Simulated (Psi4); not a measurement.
# InHCl (SMILES [Cl][InH]): UBLYP/def2-TZVPP (core potential)

Aim: the vertical doublet–quartet gap of InHCl at UBLYP/def2-TZVPP (core potential), from 2 runs. 

The calculation is run with Psi4 1.11.

1 further run of the same task is left out (set aside as unsound or not needed).

**1. The system as given**

The species is InHCl (3 atoms), meant as a doublet with charge 0. SMILES: `[Cl][InH]`. The coordinates come from a PBE0-D4/def2-TZVP relaxation.

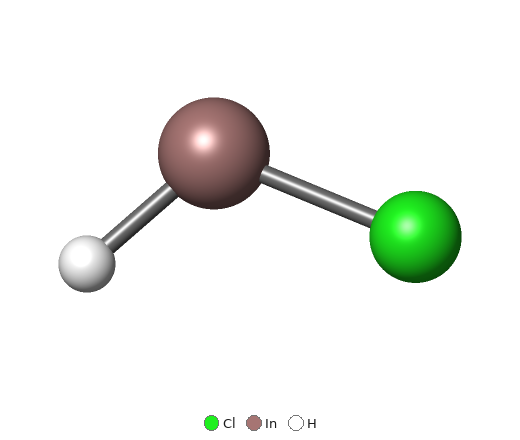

Viewed from a chosen angle; chlorine green, indium brown, hydrogen white.

**2. The energy at UBLYP/def2-TZVPP (core potential)**

job.in reads:

```
memory 1.6 GB

molecule molecule1 {
  0 2
  Cl    -1.649800     0.396800    -0.867400
  In     0.409500     0.542400     0.286100
  H      1.229400    -1.003900     0.568100
  units angstrom
  symmetry c1
}

set {
  reference            uks
  puream               true
  e_convergence        1e-09
  d_convergence        1e-08
  scf_type             pk
  dft_radial_points    99
  dft_spherical_points 590
  maxiter              200
}

E, wfn = energy("blyp/def2-TZVPP", return_wfn=True)
oeprop(wfn, "WIBERG_LOWDIN_INDICES", "QUADRUPOLE", "LOWDIN_CHARGES")
print_variables()
```

The run is started by

```bash
$ psi4 -i job.in -o job.out -n 1
```

job.out:

```text
[...]
    !!!  WARNING: ECP capability is in beta. Please check occupations closely.  !!!
[...]
  Running in c1 symmetry.
[...]
  Nuclear repulsion =   88.717601164286492
[...]
  Multiplicity = 2
[...]
  Nalpha       = 20
  Nbeta        = 19
[...]
    Number of basis functions: 106
[...]
   @UKS iter   1:  -650.72566521998056   -6.95444e-01   6.51183e-03 ADIIS/DIIS
[...]
   @UKS iter  13:  -650.92237226256975   -3.97904e-12   7.01530e-09 DIIS
[...]
   @S^2 Observed:                7.536246820E-01
[...]
    Orbital Energies [Eh]
    ---------------------
    Alpha Occupied:
       1A   -100.689232     2A     -9.137971     3A     -6.965568
       4A     -6.961027     5A     -6.960552     6A     -4.499368
       7A     -2.942262     8A     -2.936426     9A     -2.933864
      10A     -0.730779    11A     -0.704377    12A     -0.701719
      13A     -0.699767    14A     -0.697747    15A     -0.674353
      16A     -0.385108    17A     -0.296506    18A     -0.265873
      19A     -0.263091    20A     -0.190057
    Alpha Virtual:
      21A     -0.098353    22A     -0.032854    23A      0.019448
      24A      0.050898    25A      0.059823    26A      0.076816
[...]
  @UKS Final Energy:  -650.92237226256975
   => Energetics <=
    Nuclear Repulsion Energy =             88.7176011642864921
    One-Electron Energy =               -1148.2052881514168803
    Two-Electron Energy =                 453.8466271295701517
    DFT Exchange-Correlation Energy =     -45.2813124050093876
    Empirical Dispersion Energy =           0.0000000000000000
    VV10 Nonlocal Energy =                  0.0000000000000000
    Total Energy =                       -650.9223722625697519
[...]
 Multipole Moments:
 ------------------------------------------------------------------------------------
     Multipole            Electronic (a.u.)      Nuclear  (a.u.)        Total (a.u.)
 ------------------------------------------------------------------------------------
 L = 1.  Multiply by 2.5417464519 to convert [e a0] to [Debye]
 Dipole X            :         35.3113420          -34.3160511            0.9952909
 Dipole Y            :          4.5650525           -4.3716373            0.1934152
 Dipole Z            :         -0.0000002            0.0000000           -0.0000002
 Magnitude           :                                                    1.0139100
 L = 2.  Multiply by 1.3450342976 to convert [e a0^2] to [Debye ang]
 Quadrupole XX       :       -260.2854866          229.7932421          -30.4922445
 Quadrupole XY       :         -4.9690188            5.5405990            0.5715802
[...]
```

It took 16 s on 1 thread of Intel Xeon Platinum 8488C (Sapphire Rapids), shared host; peak memory 0.58 GiB.

**3. The quartet at the same level**

job.json reads:

```json
{
  "schema_name": "qcschema_input",
  "schema_version": 1,
  "molecule": {
    "schema_name": "qcschema_molecule",
    "schema_version": 2,
    "symbols": ["Cl", "In", "H"],
    "geometry": [-3.11767016, 0.74984333, -1.63914844, 0.77384285, 1.02498745, 0.54065064, 2.3232293, -1.89709606, 1.07355341],
    "molecular_charge": 0,
    "molecular_multiplicity": 4,
    "fix_symmetry": "c1"
  },
  "driver": "energy",
  "model": {
    "method": "blyp",
    "basis": "def2-TZVPP"
  },
  "keywords": {
    "reference": "uks",
    "puream": true,
    "e_convergence": 1e-09,
    "d_convergence": 1e-08,
    "scf_type": "pk",
    "dft_radial_points": 99,
    "dft_spherical_points": 590,
    "maxiter": 200,
    "scf_properties": ["MULLIKEN_CHARGES", "WIBERG_LOWDIN_INDICES", "LOWDIN_CHARGES"]
  }
}
```

The run is started by

```bash
$ psi4 --qcschema job.json -n 1 --memory 1600MB
```

stdout, shortened:

```text
[...]
    !!!  WARNING: ECP capability is in beta. Please check occupations closely.  !!!
[...]
  Running in c1 symmetry.
[...]
  Nuclear repulsion =   88.717601216330223
[...]
  Multiplicity = 4
[...]
  Nalpha       = 21
  Nbeta        = 18
[...]
    Number of basis functions: 106
[...]
   @UKS iter   1:  -650.41690768276021   -3.28179e-01   6.99558e-03 DIIS/ADIIS
[...]
   @UKS iter  18:  -650.74170947989842   -7.95808e-12   8.39349e-09 DIIS
[...]
   @S^2 Observed:                3.755685880E+00
[...]
  @UKS Final Energy:  -650.74170947989842
   => Energetics <=
    Nuclear Repulsion Energy =             88.7176012163302232
    One-Electron Energy =               -1146.8512971420191207
    Two-Electron Energy =                 452.6144468556832408
    DFT Exchange-Correlation Energy =     -45.2224604098927117
    Empirical Dispersion Energy =           0.0000000000000000
    VV10 Nonlocal Energy =                  0.0000000000000000
    Total Energy =                       -650.7417094798984181
[...]
 Multipole Moments:
 ------------------------------------------------------------------------------------
     Multipole            Electronic (a.u.)      Nuclear  (a.u.)        Total (a.u.)
 ------------------------------------------------------------------------------------
 L = 1.  Multiply by 2.5417464519 to convert [e a0] to [Debye]
 Dipole X            :         34.3540774          -34.3160511            0.0380263
 Dipole Y            :          4.2298846           -4.3716373           -0.1417526
 Dipole Z            :         -0.0000003            0.0000000           -0.0000003
 Magnitude           :                                                    0.1467645
[...]
  Mulliken Charges: (a.u.)
   Center  Symbol    Alpha    Beta     Spin     Total
       1    CL     8.85500  8.22434  0.63065 -0.07934
       2    IN    11.36936  9.58129  1.78807  0.04936
       3     H     0.77565  0.19437  0.58127  0.02998
   Total alpha = 21.00000, Total beta = 18.00000, Total charge = -0.00000
  Lowdin Charges: (a.u.)
   Center  Symbol    Alpha    Beta     Spin     Total
       1    CL     8.67185  8.03730  0.63455  0.29086
       2    IN    11.60475  9.70514  1.89961 -0.30989
       3     H     0.72340  0.25756  0.46584  0.01903
[...]
```

The result, in JSON:

```text
{
 "driver": "energy",
 "model": {
  "method": "blyp",
  "basis": "def2-TZVPP"
 },
 "success": true,
 "return_result": -650.7417094798984,
 "properties": {
  "calcinfo_nbasis": 106,
  "calcinfo_nmo": 106,
  "calcinfo_nalpha": 21,
  "calcinfo_nbeta": 18,
  "calcinfo_natom": 3,
  "nuclear_repulsion_energy": 88.71760121633022,
  "return_energy": -650.7417094798984,
  "scf_one_electron_energy": -1146.8512971420191,
  "scf_two_electron_energy": 452.61444685568324,
  "scf_xc_energy": -45.22246040989271,
  "scf_dipole_moment": [0.03802631034475468, -0.14175263668061344, -3.1027206988145613e-07],
  "scf_total_energy": -650.7417094798984,
  "scf_iterations": 18
 }
}
```

Run time: 17 s. Hardware: 1 thread of Intel Xeon Platinum 8488C (Sapphire Rapids), shared host; peak memory 0.59 GiB.

**4. Outcome**

At UBLYP/def2-TZVPP (core potential):

| quantity | value |
| --- | --- |
| doublet: total energy | -650.92237 Eh |
| doublet: dipole moment | 2.58 D |
| doublet: HOMO energy (highest over α and β) | -5.17 eV |
| doublet: LUMO energy (lowest over α and β) | -4.30 eV |
| doublet: ⟨S²⟩ | 0.754 |
| quartet: total energy | -650.74171 Eh |
| quartet: dipole moment | 0.37 D |
| quartet: HOMO energy (highest over α and β) | -2.84 eV |
| quartet: ⟨S²⟩ | 3.756 |
| vertical energy of the quartet above the doublet | 4.916 eV |

At this shape the quartet lies 4.92 eV (113 kcal/mol) above the doublet. Mulliken charges (quartet) run from -0.08 on Cl1 to +0.05 on In2; they depend strongly on the basis.
